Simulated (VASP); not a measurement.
Band structure of HgI₂ (relaxed from the pyrite structure, space group Pa-3). All values below come from PBEsol GGA, VASP's PBE PAW potentials (set 64) (plane waves; VASP).

Unless said otherwise, spin-orbit coupling is left out, though it shifts the bands of the heavy elements here.

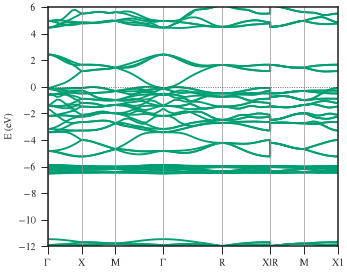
*Bands along high-symmetry lines, zero at the valence-band maximum or, without a gap, the Fermi level*

**Question.** Read the plot: is there a gap, and where are the band edges?

**Answer.** It has no gap at this level: it comes out as a metal or semimetal. (Edges off the drawn lines would not show.)

The structure was generated: HgI2 was put into the pyrite type (Pa-3), which need not be its known phase. It was relaxed first, which changed the volume by +10 %.
